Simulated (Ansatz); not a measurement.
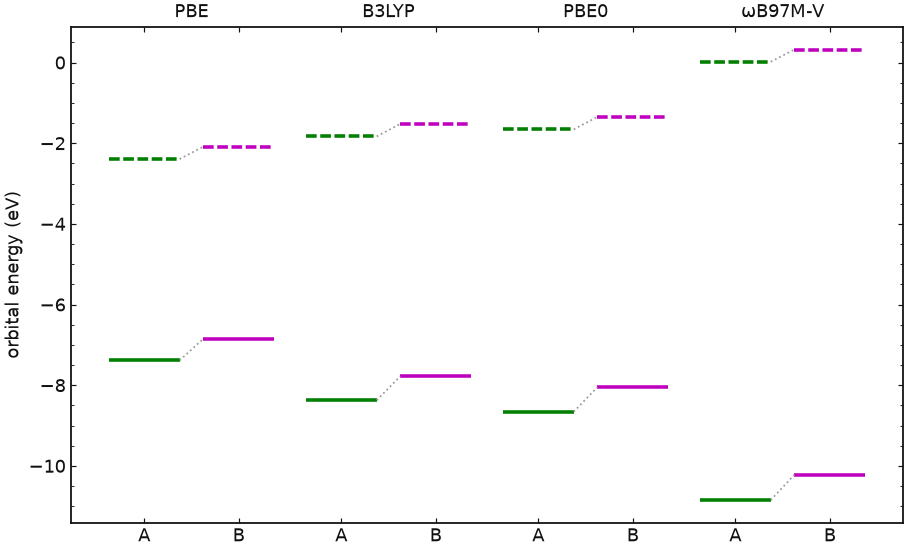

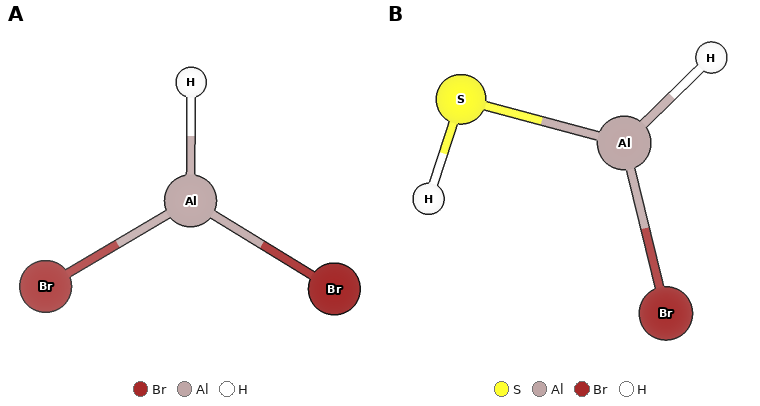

One change: A, AlHBr₂ (SMILES [Br][AlH][Br]), becomes B, AlH₂SBr (SMILES [SH][AlH][Br]). Br on Al is replaced by SH. HOMO (solid) and LUMO (dashed) computed in def2-TZVPP at PBE0-D4/def2-TZVP geometries, both minima by their frequencies, gas phase, the Ansatz code 0.2.0. Empty levels above zero depend strongly on the basis.

What does the change do to HOMO and LUMO?

Answer. PBE: the HOMO rises by 0.54 eV, the LUMO rises by 0.31 eV, and the separation goes from 4.99 to 4.76 eV. B3LYP: the HOMO rises by 0.59 eV, the LUMO rises by 0.31 eV, and the separation goes from 6.54 to 6.26 eV. PBE0: the HOMO rises by 0.61 eV, the LUMO rises by 0.31 eV, and the separation goes from 7.00 to 6.70 eV. ωB97M-V: the HOMO rises by 0.63 eV, the LUMO rises by 0.30 eV, and the separation goes from 10.87 to 10.54 eV.

Do the functionals agree on the effect?

Answer. They agree on the direction for both levels; the HOMO shift lies between 0.54 and 0.63 eV and the LUMO shift between 0.30 and 0.31 eV, while the separations themselves differ by up to 5.9 eV between functionals.
